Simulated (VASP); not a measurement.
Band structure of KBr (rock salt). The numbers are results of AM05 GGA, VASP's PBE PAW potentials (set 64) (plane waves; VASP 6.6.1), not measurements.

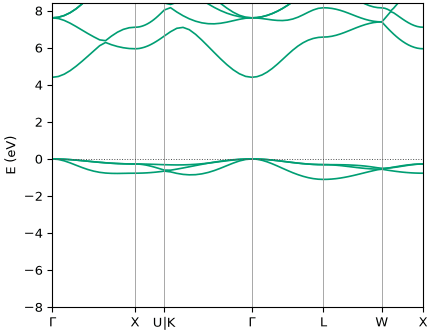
*Bands along high-symmetry lines, zero at the valence-band maximum or, without a gap, the Fermi level*

Question: Read the plot: is there a gap, and where are the band edges?

Answer: The gap is direct, 4.41 eV, from the valence maximum at Γ to the conduction minimum at Γ. (Edges off the drawn lines would not show.)

Measured: gap 7.40 eV (computed value off by -2.99 eV), as given by Aguado et al., (1998), arXiv:cond-mat/9809176.

The compound is KBr in the rock salt structure. It was relaxed first.
